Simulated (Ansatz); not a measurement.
## PbS: x(Te) = 0.25, 8 atoms, P4/mmm

Start from PbS in the rock salt structure (space group Fm-3m, No. 225; a = 5.903 Å).

The other end (x = 1) is PbTe in the rock salt structure (space group Fm-3m, No. 225): 33.42 Å³/atom, gap 0.65 eV.

It is then changed as follows: a fraction x = 0.25 of the S sites is given to Te, ordered in a cell of 8 atoms (starting symmetry P4/mmm) and fully relaxed.

Method: DFT with PBEsol, PAW potentials and a 420 eV plane-wave cutoff in Ansatz (an electronic-structure program), no spin-orbit coupling. k-mesh 8×8×3 (Γ-centred); smearing 0.05 eV (Fermi–Dirac), for the changed cell.

The volume per atom rises by 2.12 Å³ to 27.83 Å³ and the density grows by 0.12 g/cm³, from 7.73 g/cm³ to 7.85 g/cm³. The shortest interatomic distance drops by 0.077 Å, from 2.951 Å to 2.874 Å and the band gap falls by 0.07 eV, from 0.19 eV to 0.12 eV (uncertain: the edges found look like a band crossing or inverted bands; the changed cell). The mixing energy comes out as +0.06 eV/atom (to 0.01 eV only: unlike meshes or grids) and the deviation of the volume from the linear (Vegard-type) interpolation amounts to +0.7 %. The mean first-shell distances is S–Pb 3.015 Å (end compound 2.951 Å), Te–Pb 3.078 Å (end compound 3.221 Å).

Final structure:

```
CELL_PARAMETERS angstrom
      4.29377     0.00000     0.00000
      0.00000     4.29377     0.00000
      0.00000     0.00000    12.07403
ATOMIC_POSITIONS crystal
  S  0.00000 0.00000 0.74587
  S  0.50000 0.50000 0.50000
  S  0.00000 0.00000 0.25413
  Te 0.50000 0.50000 0.00000
  Pb 0.00000 0.00000 0.50000
  Pb 0.50000 0.50000 0.26195
  Pb 0.00000 0.00000 0.00000
  Pb 0.50000 0.50000 0.73805
```

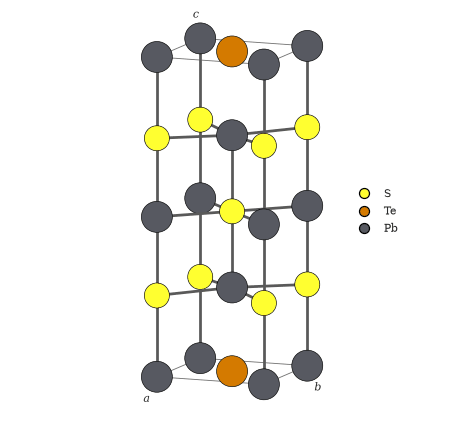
*The relaxed conventional cell after the change*

These are small ordered cells, not random alloys; other orderings at the same x differ. Spin-orbit coupling, missing from the scalar runs, can matter with Pb and Te. Whether these cells are dynamically stable was not tested. The zero or small gap of Pb4TeS3 and PbS can change with the level of theory.
